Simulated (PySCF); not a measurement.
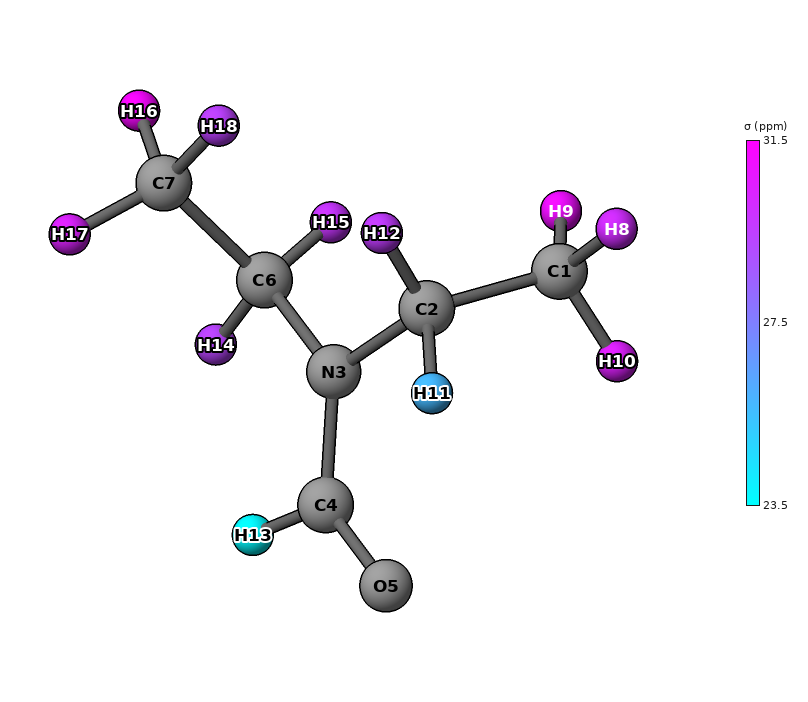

Atoms are coloured by their isotropic NMR shieldings (H only, the others grey). Geometry: a frame of a GFN2-xTB molecular-dynamics simulation, not a minimum. Properties computed with GIAO PBE0/pcSseg-1 NMR shielding, non-relativistic, gas phase (PySCF 2.14.0).

Q: Which H atom is the most shielded (lowest chemical shift)?

A: H16 (31.24 ppm).

Q: Which H atom is the least shielded (highest chemical shift)?

A: H13 (23.71 ppm).

Q: How wide is the range of H shifts?

A: 7.53 ppm.

List the isotropic NMR shieldings of the H atoms.

| atom | σ (ppm) |
| --- | --- |
| H8 | 30.04 |
| H9 | 30.98 |
| H10 | 30.45 |
| H11 | 25.72 |
| H12 | 29.59 |
| H13 | 23.71 |
| H14 | 29.34 |
| H15 | 29.76 |
| H16 | 31.24 |
| H17 | 30.39 |
| H18 | 29.42 |
